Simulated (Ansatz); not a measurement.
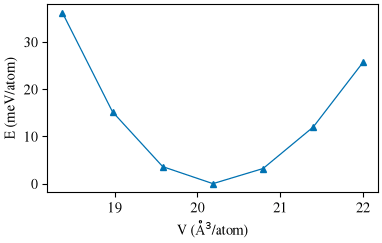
Fig. 1. ZnSe in space group P-6m2 (No. 187; Zn on 1a, Se on 1f) under volume change, PBE (plane waves, PAW; program Ansatz), shape and atoms relaxed at each volume.

What does a third-order Birch–Murnaghan fit give for V₀, B₀ and B′?

V₀ = 20.19 Å³/atom, B₀ = 59.5 GPa, B′ = 4.5.

A made-up cell: these elements were put on the sites of a structure type; neither database checked (COD, Materials Project) lists it. It is not the phase usual at ambient conditions (space group No. 216). The PBE relaxation kept the symmetry of its start; whether a distortion lowers the energy is not shown.

Potentials: the earlier of the program's two PAW sets.
